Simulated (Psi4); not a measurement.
# UTPSS/def2-TZVP (sweep point 3) run of N2H (dinitrogen monohydride)

Aim: the vertical doublet–quartet gap of N2H (dinitrogen monohydride) at UTPSS/def2-TZVP (sweep point 3), from 2 runs. 

Program for the calculation: Psi4 1.11.

### 1 The system as given

N2H has 3 atoms, charge 0, and is taken as a doublet. As SMILES, `[N]=N`. Geometry: relaxed at GFN2-xTB.

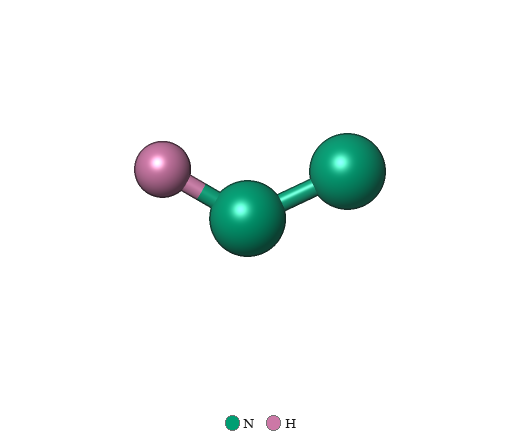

Viewed from a chosen angle; nitrogen teal, hydrogen pink.

### 2 The energy at UTPSS/def2-TZVP (sweep point 3)

The input, calc.inp:

```
memory 1600 MB

molecule system {
  0 2
  N      1.35155102    -1.21025620     0.61457673
  N     -0.45950580    -0.35031743    -0.28863677
  H     -0.89202632     1.56057363    -0.32593996
  units bohr
  symmetry c1
}

set {
  reference            uks
  puream               true
  scf_type             pk
  dft_radial_points    99
  dft_spherical_points 590
  maxiter              150
}

E, wfn = energy('tpss/def2-TZVP', return_wfn=True)
print_variables()
```

Launch:

```
$ psi4 -n 1 calc.inp calc.out
```

calc.out, shortened:

```text
[...]
  Running in c1 symmetry.
[...]
  Nuclear repulsion =   27.754370123458202
[...]
  Multiplicity = 2
[...]
  Nalpha       = 8
  Nbeta        = 7
[...]
    Number of basis functions: 68
[...]
   @UKS iter   1:  -109.96977841994422   -2.46585e-01   7.87801e-03 DIIS/ADIIS
[...]
   @UKS iter  10:  -110.09462057445293   -1.17649e-08   2.89853e-07 DIIS
[...]
   @S^2 Observed:                7.542180304E-01
[...]
    Orbital Energies [Eh]
    ---------------------
    Alpha Occupied:
       1A    -14.183516     2A    -14.170214     3A     -1.008772
       4A     -0.641507     5A     -0.439126     6A     -0.397486
       7A     -0.380364     8A     -0.170545
    Alpha Virtual:
       9A     -0.085827    10A      0.017562    11A      0.216227
      12A      0.257771    13A      0.282525    14A      0.310400
      15A      0.341981    16A      0.364355    17A      0.400052
      18A      0.431275    19A      0.467137    20A      0.645574
      21A      0.790035    22A      0.849596    23A      0.994052
      24A      1.078355    25A      1.150844    26A      1.270801
[...]
  @UKS Final Energy:  -110.09462057445293
   => Energetics <=
    Nuclear Repulsion Energy =             27.7543701234582016
    One-Electron Energy =                -203.5364561589413483
    Two-Electron Energy =                  79.8121026671108780
    DFT Exchange-Correlation Energy =     -14.1246372060806777
    Empirical Dispersion Energy =           0.0000000000000000
    VV10 Nonlocal Energy =                  0.0000000000000000
    Total Energy =                       -110.0946205744529323
[...]
 Multipole Moments:
 ------------------------------------------------------------------------------------
     Multipole            Electronic (a.u.)      Nuclear  (a.u.)        Total (a.u.)
 ------------------------------------------------------------------------------------
 L = 1.  Multiply by 2.5417464519 to convert [e a0] to [Debye]
 Dipole X            :          0.3243669           -0.6745231           -0.3501562
 Dipole Y            :         -0.4298590            1.1258897            0.6960307
 Dipole Z            :         -0.0000000           -0.0000000           -0.0000000
 Magnitude           :                                                    0.7791458
[...]
```

It took 20 s on 1 thread of Intel Xeon Platinum 8375C at 2.90GHz (Ice Lake), shared host; peak memory 1 GiB.

### 3 The quartet at the same level

The input, job.dat:

```
memory 1600 MB

molecule {
  0 4
  N      1.35155102    -1.21025620     0.61457673
  N     -0.45950580    -0.35031743    -0.28863677
  H     -0.89202632     1.56057363    -0.32593996
  units bohr
  symmetry c1
}

set basis def2-TZVP
set reference uks
set puream true
set scf_type pk
set dft_radial_points 99
set dft_spherical_points 590
set maxiter 150

energy_value, wavefunction = energy("tpss", return_wfn=True)
```

Launch:

```
$ psi4 job.dat job.out -n 1
```

job.out, shortened:

```text
[...]
  Running in c1 symmetry.
[...]
  Nuclear repulsion =   27.754370123458202
[...]
  Multiplicity = 4
[...]
  Nalpha       = 9
  Nbeta        = 6
[...]
    Number of basis functions: 68
[...]
   @UKS iter   1:  -109.74302959187166   -1.98359e-02   8.09385e-03 ADIIS/DIIS
[...]
   @UKS iter  11:  -109.87132720501845   -3.84266e-09   9.93803e-08 DIIS
[...]
   @S^2 Observed:                3.755985798E+00
[...]
    Orbital Energies [Eh]
    ---------------------
    Alpha Occupied:
       1A    -14.182801     2A    -14.172817     3A     -1.028706
       4A     -0.655932     5A     -0.459780     6A     -0.441782
       7A     -0.416221     8A     -0.194011     9A     -0.121182
    Alpha Virtual:
      10A      0.019764    11A      0.207494    12A      0.241874
      13A      0.278870    14A      0.298367    15A      0.335169
      16A      0.360216    17A      0.384614    18A      0.407959
      19A      0.463279    20A      0.624549    21A      0.781805
      22A      0.831982    23A      0.979907    24A      1.059004
      25A      1.136988    26A      1.249879    27A      1.292005
[...]
  @UKS Final Energy:  -109.87132720501845
   => Energetics <=
    Nuclear Repulsion Energy =             27.7543701234582016
    One-Electron Energy =                -203.2860782353001241
    Two-Electron Energy =                  79.8553499039943091
    DFT Exchange-Correlation Energy =     -14.1949689971708537
    Empirical Dispersion Energy =           0.0000000000000000
    VV10 Nonlocal Energy =                  0.0000000000000000
    Total Energy =                       -109.8713272050184457
[...]
 Multipole Moments:
 ------------------------------------------------------------------------------------
     Multipole            Electronic (a.u.)      Nuclear  (a.u.)        Total (a.u.)
 ------------------------------------------------------------------------------------
 L = 1.  Multiply by 2.5417464519 to convert [e a0] to [Debye]
 Dipole X            :          0.3010825           -0.6745231           -0.3734406
 Dipole Y            :         -0.7396915            1.1258897            0.3861982
 Dipole Z            :         -0.0000000           -0.0000000           -0.0000000
 Magnitude           :                                                    0.5372215
[...]
```

Wall time 22 s (1 thread of Intel Xeon Platinum 8375C at 2.90GHz (Ice Lake), shared host); peak memory 1 GiB.

### 4 Outcome

Level: UTPSS/def2-TZVP (sweep point 3).

```
                                        quantity          value
                           doublet: total energy  -110.09462 Eh
                          doublet: dipole moment         1.98 D
     doublet: HOMO energy (highest over α and β)       -4.64 eV
      doublet: LUMO energy (lowest over α and β)       -2.53 eV
                                   doublet: ⟨S²⟩          0.754
                           quartet: total energy  -109.87133 Eh
                          quartet: dipole moment         1.37 D
     quartet: HOMO energy (highest over α and β)       -3.30 eV
                                   quartet: ⟨S²⟩          3.756
vertical energy of the quartet above the doublet       6.076 eV
```

In words: At this shape the quartet lies 6.08 eV (140 kcal/mol) above the doublet.
